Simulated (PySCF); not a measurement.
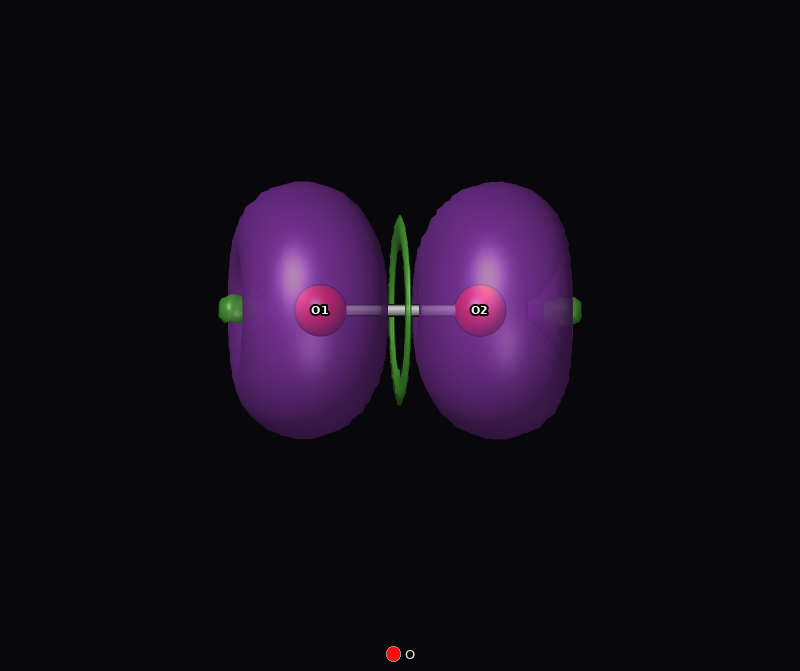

O2, triplet, SMILES `[O][O]`. Spin density ρα − ρβ at ±0.05 e/Å³ (purple: excess α, green: excess β).

PySCF calculation, HF/6-31+G*, gas phase; geometry: GFN2-xTB. No frequency check shows the geometry to be a minimum. The stability of the open-shell solution wasn't checked. GFN2-xTB doesn't know the spin state, so this open-shell geometry is rough.

Input script:

```python
import numpy as np
from pyscf import gto, scf, dft
from pyscf.scf import atom_ks, atom_hf
from scipy.linalg import block_diag

def solve(mol, dm0=None, hcore=None):
    mf = scf.UHF(mol) if mol.spin else scf.RHF(mol)
    mf = mf.density_fit(auxbasis='def2-universal-jkfit')
    mf.conv_tol, mf.max_cycle = 1e-8, 80
    if hcore is not None:
        mf.get_hcore = lambda *args: hcore
    mf.kernel(dm0)
    if not mf.converged:
        mf = mf.newton().run(mf.mo_coeff, mf.mo_occ, max_cycle=30)
    assert mf.converged, 'SCF not converged'
    return mf

mol = gto.M(atom='''
O      0.60491     0.00000     0.00000
O     -0.60491     0.00000     0.00000
''', basis='6-31+g*', charge=0, spin=2, verbose=4)
mf = solve(mol)
mf.analyze()
# spherically averaged free atoms, for the promolecule
atm = scf.atom_hf.get_atm_nrhf(mol)
pro = block_diag(*[(atm[a[0]][2] * atm[a[0]][3]) @ atm[a[0]][2].T for a in mol._atom])
np.savez('result.npz', e=mf.e_tot, c=mf.mo_coeff, occ=mf.mo_occ, eps=mf.mo_energy, pro=pro, dip=mf.dip_moment(verbose=0), s2=mf.spin_square()[0])
```

Command:

```sh
OMP_NUM_THREADS=1 python input.py
```

The run took 1.6 s on 1 thread of Arm Neoverse N1 (shared host), peak memory 0.17 GiB.

Partitions, critical points and surface values were worked out afterwards from this run's density.

How is the spin shared among the atoms?

Answer. Hirshfeld spin populations: O1 and O2 +1.00. ⟨S²⟩ = 2.04, against 2.00 for a pure state.
